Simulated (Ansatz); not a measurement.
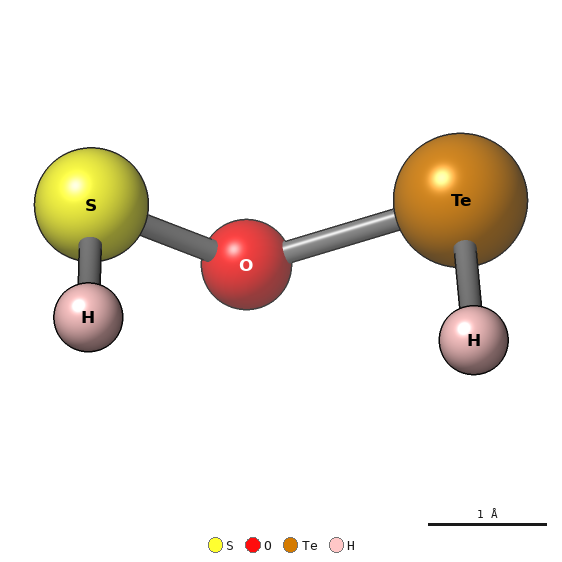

Depth is shown by fading: the farther an atom, the more it takes the colour of the background. Computed geometry: PBE0-D4/def2-TZVP optimisation. No frequency run is at hand to confirm it as a minimum. Masses are those of the most abundant isotopes; constants are for the rigid equilibrium geometry.

Classify the rotor and give the rotational constants (cm⁻¹).

Answer. An asymmetric top (C1): A = 1.09, B = 0.0584, C = 0.0571 cm⁻¹. Ray's parameter κ is −1.00, close to the prolate limit.
